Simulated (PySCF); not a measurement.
**HfF4: how tightly the ligands are held**

What does it cost to pull a ligand from HfF4? The species was built from a template and needn't be a known compound.

Program: PySCF 2.14.0. Level of theory: PBE0, Hf def2-SVP with ECP60, F def2-SVP; scalar-relativistic core potentials, no spin–orbit coupling. These are calculated values, not measurements.

1 further run of the same task is left out (for a known fault of the program).

### 1 Where the work starts

5 atoms, charge 0, spin multiplicity 1.

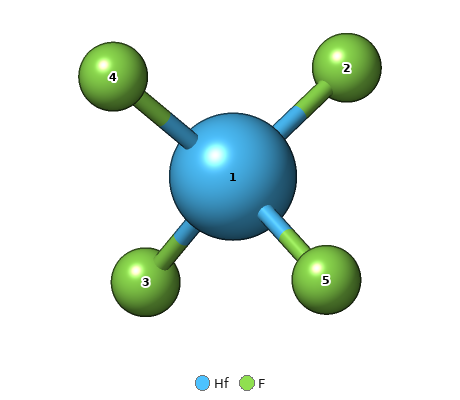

The geometry (hafnium blue, fluorine green); atoms are numbered from 1 in the order of the file.

Coordinates:

```
atom    x (Å)    y (Å)    z (Å)
 Hf1   0.0000   0.0000   0.0000
  F2   1.0998   1.0998   1.0998
  F3  -1.0998  -1.0998   1.0998
  F4   1.0998  -1.0998  -1.0998
  F5  -1.0998   1.0998  -1.0998
```

Formal oxidation states: Hf +4. An earlier session relaxed this geometry at PBE0, Hf def2-SVP with ECP60, F def2-SVP (singlet, point group Td).

### 2 F taken off

The ligand (atom 2) keeps its formal charge and a closed shell where it can; ligand and rest are solved at the complex's geometry, in vacuum, with the settings of the relaxation.

```
   part  charge    state  energy (Eh)
complex       0  singlet  -447.026055
 ligand      -1  singlet   -99.594968
   rest       1  singlet  -346.925098
```

Wall time 0.4 s (2 threads of Arm Neoverse V2, shared host).

### 3 Rigid scan of F

Atom 2 moves along the line from atom 1; the distance is to the donor, the donors' midpoint or the ring centre. Each point starts from the density of the one before.

```
distance (Å)  energy from the relaxed point (eV)
        1.60                               2.161
        1.70                               0.805
        1.80                               0.169
        1.90                               0.000
        2.00                               0.122
        2.10                               0.426
        2.30                               1.298
        2.60                               2.760
        3.00                               4.465
        3.50                               5.958
```

Wall time 5.8 s (2 threads of Arm Neoverse V2, shared host).

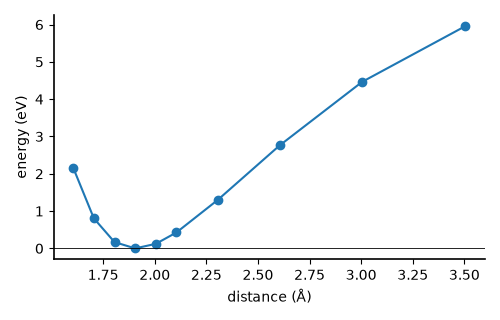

Energy along the rigid scan of F.

### 4 Outcome

```
                  quantity       value
              taking off F    13.77 eV
stiffness of the F contact  29.0 eV/Å²
```

**Reading.** Taking off F as a fragment of charge -1 costs 13.77 eV, much of it the attraction of the two charges. Near 1.90 Å the F contact has a stiffness of about 29.0 eV/Å², and the energy stands 5.96 eV higher at 3.50 Å. The free anion is solved without diffuse functions, no counterpoise correction is made, and the parts aren't relaxed; each of these makes the binding look larger. These are double-zeta-type bases without diffuse functions. Spin–orbit coupling is left out.
